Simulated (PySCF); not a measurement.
C₄H₅ClO, SMILES `C=CCC(=O)Cl`.

Level of theory: CAM-B3LYP/6-311+G** (PySCF), at a geometry from GFN2-xTB. No frequency check shows the geometry to be a minimum. GFN2-xTB bond lengths at metals and heavier atoms can be off by up to 0.1 Å and shapes distorted, which carries into these values.

Geometry (Å), atoms numbered from 1:

```
C1       2.9495    0.3584    0.3663
C2       1.9227   -0.1253   -0.3048
C3       0.5832    0.5452   -0.3738
C4      -0.5255   -0.3970   -0.0312
O5      -0.4890   -1.5655    0.1405
Cl6     -2.0814    0.4612    0.0930
H7       2.8869    1.2840    0.9153
H8       3.8997   -0.1456    0.3903
H9       1.9989   -1.0580   -0.8451
H10      0.5390    1.4125    0.2875
H11      0.3922    0.9027   -1.3920
```

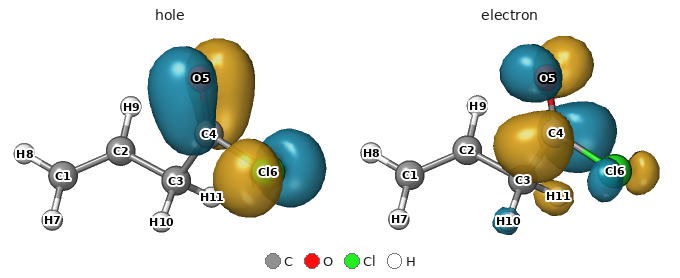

Leading natural transition orbital pair of T₃ (full linear response triplet states); the surfaces enclose about 78 % of each orbital's density.

Give its energy and the atoms that hole and electron lie on.

Answer. 5.73 eV (216 nm), spin-forbidden from the singlet ground state; the leading pair carries 99 %; hole on O5 (49 %), Cl6 (32 %) and C4 (16 %), electron on C4 (44 %), O5 (33 %) and Cl6 (10 %); their centroids lie 0.5 Å apart. In canonical orbitals it is mainly HOMO−3 → LUMO (64 %). The HOMO–LUMO gap is 9.50 eV.

Cost of the run: 12 min on 1 thread of Intel(R) Xeon(R) 6975P-C (Granite Rapids), with other jobs on the host, peak memory 1.1 GiB.
